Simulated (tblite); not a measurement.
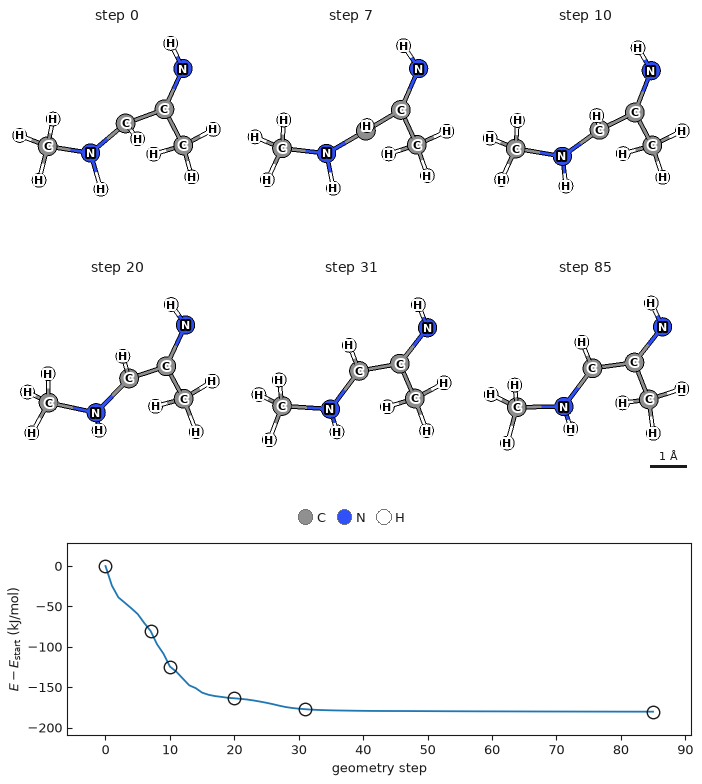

Frames of a relaxation of C$_{4}$H$_{9}$N$_{2}$ (multiplicity 2), marked on the history of the run. The picture is a ball-and-stick view, seen at a tilt.

Method: tblite, GFN2-xTB geometry optimisation, gas phase. 

> What happens along the run?

The largest move after the best rigid fit is that of an H atom, 1.59 Å. By element the largest moves are H 1.59 Å, N 0.41 Å, C 0.30 Å. Near-neighbour distances that change, for instance: C–N 1.459 → 1.363 Å, C–C 1.488 → 1.402 Å, H–N 1.073 → 1.009 Å, C–H 1.112 → 1.081 Å. Among the angles between lasting bonds that change: C–N–C 106.3° → 122.8°, N–C–C 113.2° → 124.4°, C–N–H 119.6° → 113.2°. Over 85 geometry steps the energy falls by 180.2 kJ/mol. From step 0 to 7: an H atom moves most (0.42 Å), energy −80.3 kJ/mol. From step 7 to 10: an H atom moves most (0.31 Å), energy −44.1 kJ/mol. From step 10 to 20: an H atom moves most (0.41 Å), energy −39.3 kJ/mol. From step 20 to 31: an H atom moves most (0.42 Å), energy −13.5 kJ/mol. From step 31 to 85: an H atom moves most (0.24 Å), energy −3.05 kJ/mol.

```csv
step,"E − E(0), kJ/mol"
0,0.00
1,-24.35
2,-38.79
3,-45.42
4,-52.21
5,-59.40
6,-70.32
7,-80.31
8,-96.79
9,-108.47
10,-124.39
14,-151.09
18,-161.94
22,-165.19
26,-170.97
30,-176.53
34,-178.36
38,-178.98
42,-179.34
46,-179.43
49,-179.54
53,-179.68
57,-179.79
61,-179.87
65,-179.95
69,-180.03
73,-180.09
77,-180.14
81,-180.20
85,-180.22
```
